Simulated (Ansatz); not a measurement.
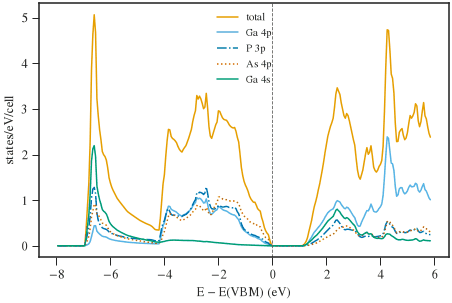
Figure. Total and projected density of states of Ga$_{2}$AsP in space group R3m (No. 160; Ga on 3a, Ga on 3a, P on 3a, As on 3a), PBEsol (plane waves, PAW; program Ansatz)

### Question
Which orbitals carry the states next to the gap?

### Answer
Top 1 eV of the valence band: As 4p 51 %, P 3p 25 %, Ga 4p 21 %. Bottom 1 eV of the conduction band: Ga 4p 32 %, Ga 4s 23 %, P 3p 12 %, P 3s 10 %, As 4p 7 %, As 4s 6 %, outside the projected shells 9 %. Projections are on Löwdin-orthogonalised atomic valence shells; empty p or d shells of many metals are not among them.

### Question
Where is the tallest occupied peak in this window, and what makes it?

### Answer
Near -6.6 eV, about 5.1 states/eV per cell; the largest projected share is Ga 4s.

The first step of the workflow began from a Materials Project structure, measured or hypothetical; the Crystallography Open Database copy checked does not list it. With P and As taken as one species the cell has the higher symmetry F-43m, so it may be an ordered model of a mixed-site phase. Whether it is the stable phase at ambient conditions was not checked. The PBEsol relaxation kept the symmetry of its start; whether a distortion lowers the energy is not shown. Scalar-relativistic: spin–orbit coupling is off unless named, which matters more the heavier the elements.

Potentials: the later of the program's two PAW sets.
